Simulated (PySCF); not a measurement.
# AlCl3 (charge +1, doublet): what the fields show

The calculation's input:

```
{"job": {"kind": "sp", "xc": "wB97X", "basis": "ma-def2-TZVP", "d3": "d3bj", "grid": 2}, "charge": 1, "multiplicity": 2}
Cl     2.190963    -0.763307     0.083850
Al     0.290513    -0.090705     0.000100
Cl    -0.763970     1.749906    -0.250154
Cl    -1.698675    -0.868373     0.071219
```

Run with:

```sh
OMP_NUM_THREADS=1 python redox_run.py task.json out
```

Geometry: PBE0-D3(BJ)/def2-SVP.

Computed with DFT single point, gas phase, functional wB97X in PySCF 2.14.0, density-fitted response routines.

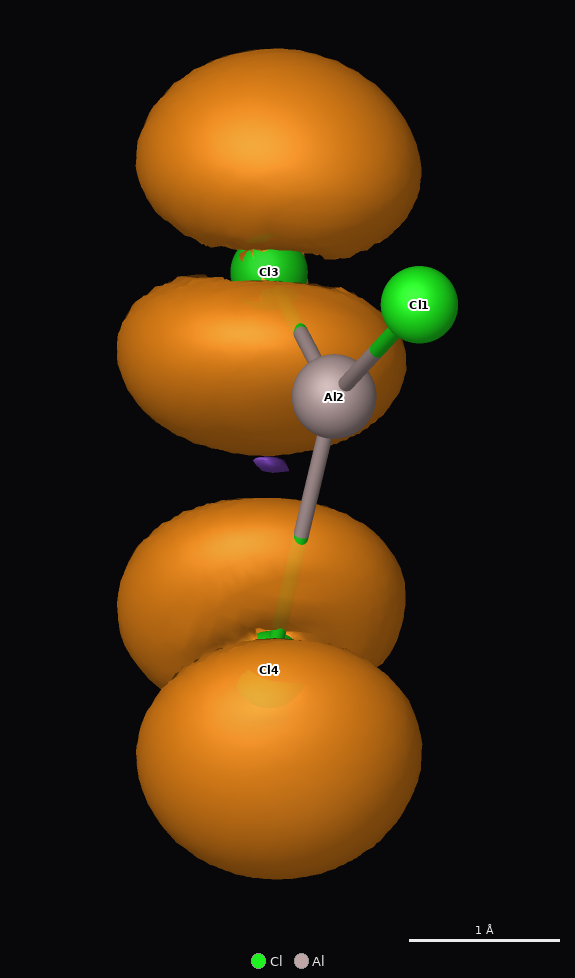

Figure 1. Isosurfaces of the spin density at +0.02 (orange) and −0.02 e/Å³ (purple), seen at an oblique angle.

Q: Describe the spin distribution.

A: The unpaired spin (1 electron) lies mostly on Cl4 (about 0.5) and Cl3 (about 0.5), in electrons by Hirshfeld's partition.

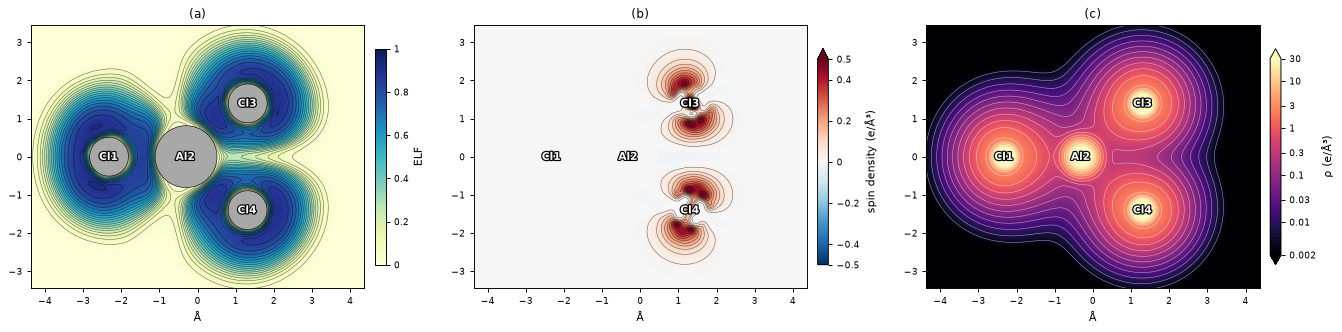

Figure 2. (a) electron localisation function; (b) spin density (α minus β); (c) electron density on the molecular plane. Grey discs cover the atomic cores in the ELF map.

Q: Read the bonding off the picture.

A: The plane passes through Cl and Al nuclei.
Al–Cl (2.02 Å): the density is about 0.86 e/Å³ at the midpoint; the ELF peaks at about 0.85 in the valence shell of Cl, 0.9 Å from its nucleus, and is about 0.80 at the midpoint.
Al–Cl (2.14 Å): the density is about 0.7 e/Å³ at the midpoint; the ELF peaks at about 0.85 in the valence shell of Cl, 0.9 Å from its nucleus, and is about 0.80 at the midpoint.
The ELF also peaks beside Cl4, Cl1 and Cl3, away from the bonds: non-bonding electrons, paired or unpaired.

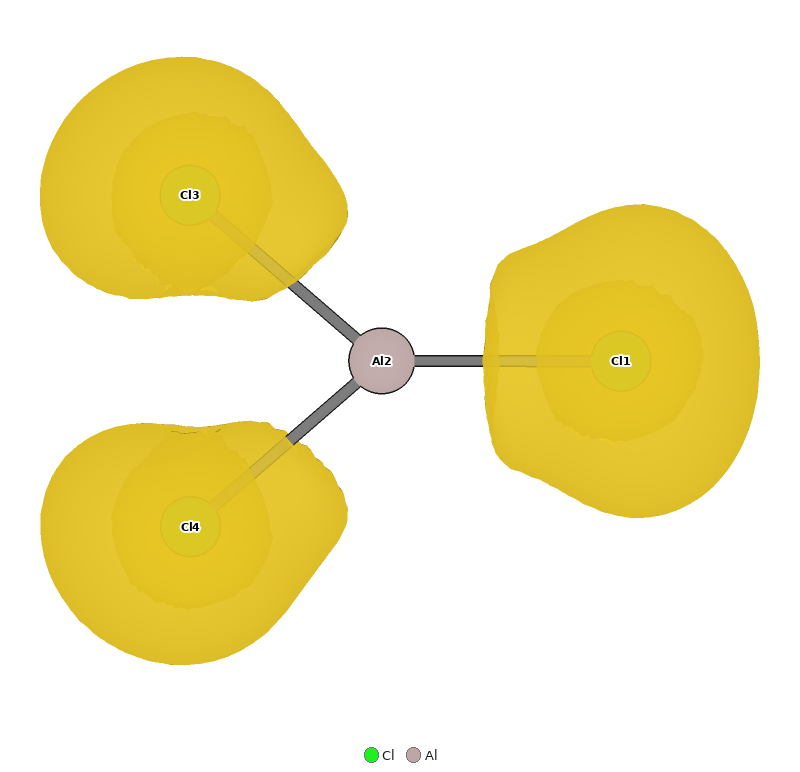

Figure 3. Isosurface of the ELF at 0.75 (yellow), seen across its widest extent. Only the valence region is drawn (cores and ρ < 0.01 e/Å³ removed).

Q: What do the ELF domains correspond to?

A: The ELF exceeds this value in three regions on Cl in which the atom's valence shell and bonds are merged.
